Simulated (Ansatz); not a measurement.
**Cl₂H₆Si₂Sn: basis-set convergence**

Aim: see how fast density functionals converge with the basis set for Cl₂H₆Si₂Sn.

Computed with Ansatz 0.2.0, Gaussian basis. Level: one geometry, several basis sets.

Levels to be run: PBE0-D4/def2-SVP; ωB97M-V/def2-SVP; PBE0-D4/def2-QZVPP; ωB97M-V/def2-QZVPP; the functionals' def2-TZVPP values are taken from earlier runs.

### Step 1. The relaxed structure

An earlier PBE0-D4 in a triple-zeta def2 set relaxation fixed the geometry. Sn takes the def2 core potential; no spin-orbit term is included.

11 atoms, charge 0, spin multiplicity 1.

Atoms are counted from 1 here; the program's logs count them from 0.

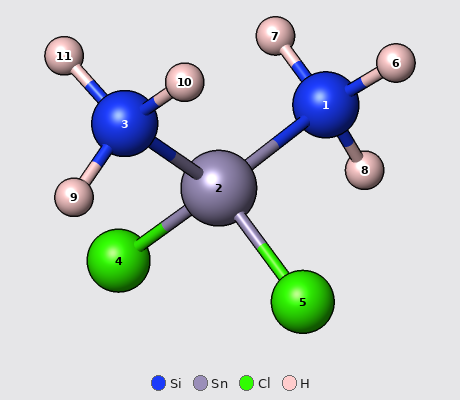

The structure; silicon blue, tin purple, chlorine green, hydrogen pink; atoms are numbered from 1 in the order of the file.

### Step 2. PBE0-D4 in def2-SVP

The input, in.yaml:

```yaml
crystal:
  periodic: [false, false, false]
  atoms:
    - {symbol: Si, position_ang: [-2.271073, 0.410431, 0.400362]}
    - {symbol: Sn, position_ang: [0.114493, 0.373414, -0.550202]}
    - {symbol: Si, position_ang: [2.136688, -0.930963, 0.347124]}
    - {symbol: Cl, position_ang: [-0.109499, -0.274421, -2.793233]}
    - {symbol: Cl, position_ang: [0.795793, 2.616209, -0.632403]}
    - {symbol: H, position_ang: [-2.218934, 0.919253, 1.793852]}
    - {symbol: H, position_ang: [-2.811022, -0.972161, 0.382213]}
    - {symbol: H, position_ang: [-3.084117, 1.305016, -0.457258]}
    - {symbol: H, position_ang: [3.292505, -0.630297, -0.530670]}
    - {symbol: H, position_ang: [2.404010, -0.493303, 1.740123]}
    - {symbol: H, position_ang: [1.816556, -2.380176, 0.320492]}
basis:
  gaussian: {orbitals: def2-SVP}
hamiltonian: {xc: pbe0, dispersion: d4}
output: {orbitals: {seedname: orbitals}}
```

On the command line:

```
> ansatz run in.yaml --threads 4 --pin off --events-out ev --progress --plain --max-ram 11315MiB
```

Further steps of the session: ωB97M-V in def2-SVP; PBE0-D4 in def2-QZVPP; ωB97M-V in def2-QZVPP.

Q: Predict the results of all the runs planned. Wanted: PBE0-D4: double and triple zeta above quadruple; ωB97M-V: double and triple zeta above quadruple.

**Answer**, as computed:

| quantity | value |
| --- | --- |
| PBE0-D4: double and triple zeta above quadruple | 15.78, 1.32 eV |
| ωB97M-V: double and triple zeta above quadruple | 15.73, 1.25 eV |

**Reading.** For PBE0-D4 the step from double to triple zeta gains 14.45 eV and the next only 1.32 eV. These are total energies; as a rule much of such shifts cancels in differences, which this series doesn't test.
